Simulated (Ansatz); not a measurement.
**BH5OSi: taking an electron away**

How much energy removes an electron from BH5OSi at fixed geometry? The cation is run at each level and the neutral's energy taken from earlier runs.

Program: Ansatz 0.2.0, Gaussian basis. Level of theory: unrestricted cation, the program's frozen cores in correlated methods. These are calculated values, not measurements.

Plan: UKS PBE-D4/def2-TZVPP; UKS r2SCAN-D4/def2-TZVPP; UKS PBE0-D4/def2-TZVPP; UKS B3LYP-D4/def2-TZVPP; UKS wB97X-V/def2-TZVPP; UKS wB97M-V/def2-TZVPP; UKS B2PLYP/def2-TZVPP; UHF-CCSD(T)/def2-TZVPP; UHF-MP2/def2-QZVPP; extrapolation to the limit; then −ε(HOMO) from the neutral's earlier runs with LDA (SPW92), PBE-D4, revPBE-D4, BLYP-D4, r2SCAN-D4, B97M-V, PBE0-D4, B3LYP-D4, r2SCANh-D4, r2SCAN0-D4, HSE06-D4, BHLYP-D4, CAM-B3LYP-D4, LC-ωPBE, ωB97X-V, ωB97M-V.

**1. The relaxed structure**

All runs share one geometry, relaxed beforehand with PBE0-D4 in a triple-zeta def2 set.

SMILES `OB[SiH3]`, 8 atoms, charge 0, spin multiplicity 1.

Atoms are counted from 1 here; the program's logs count them from 0.

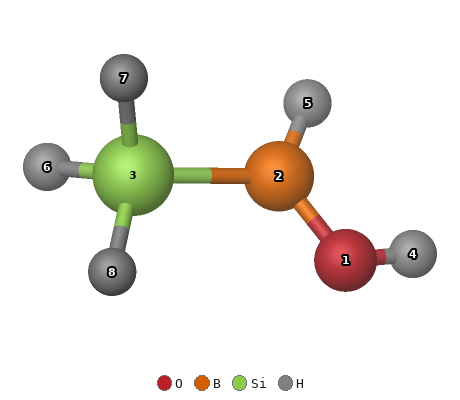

The geometry (oxygen red, boron orange, silicon green, hydrogen grey); atoms are numbered from 1 in the order of the file.

**2. Cation, UKS PBE-D4/def2-TZVPP**

in.yaml

```yaml
crystal:
  periodic: [false, false, false]
  atoms:
    - {symbol: O, position_ang: [-1.370828, 0.201299, -1.193391]}
    - {symbol: B, position_ang: [-0.317214, 0.639015, -0.470807]}
    - {symbol: Si, position_ang: [0.674406, -0.657886, 0.730444]}
    - {symbol: H, position_ang: [-1.778939, 0.884435, -1.733917]}
    - {symbol: H, position_ang: [0.014047, 1.795743, -0.555767]}
    - {symbol: H, position_ang: [0.641925, -0.162223, 2.137042]}
    - {symbol: H, position_ang: [2.108697, -0.718711, 0.324967]}
    - {symbol: H, position_ang: [0.120006, -2.038872, 0.705628]}
basis:
  gaussian: {orbitals: def2-TZVPP}
total_charge: 1
magnetization: {spin_polarized: true, initial_magnetization: 1}
hamiltonian: {xc: pbe, dispersion: d4}
```

Command:

```
ansatz run in.yaml --threads 2 --pin off --events-out ev --progress --plain --max-ram 4352MiB
```

After this run come: Cation, UKS r2SCAN-D4/def2-TZVPP; Cation, UKS PBE0-D4/def2-TZVPP; Cation, UKS B3LYP-D4/def2-TZVPP; Cation, UKS wB97X-V/def2-TZVPP; Cation, UKS wB97M-V/def2-TZVPP; Cation, UKS B2PLYP (frozen core)/def2-TZVPP; Cation, UHF-CCSD(T)/def2-TZVPP; Cation, UHF-MP2/def2-QZVPP.

Before running them: what should the planned runs give, taken together? Wanted: ionisation energy, CCSD(T)/CBS; nearest functional by difference; nearest −ε(HOMO); −ε(HOMO) of PBE; T1 of the cation.

The runs gave:

| quantity | value |
| --- | --- |
| ionisation energy, CCSD(T)/CBS | 10.47 eV |
| nearest functional by difference | ωB97X-V (-0.18 eV) |
| nearest −ε(HOMO) | LC-ωPBE (+0.13 eV) |
| −ε(HOMO) of PBE | 6.62 eV |
| T1 of the cation | 0.025 |

**Reading.** Energy differences with functionals land within 0.56 eV of the reference. The PBE orbital energy is 3.9 eV too small: a semilocal HOMO is no ionisation energy. Among orbital estimates LC-ωPBE comes nearest. Hartree-Fock falls 0.82 eV short, as the neutral has more correlation energy than the cation.
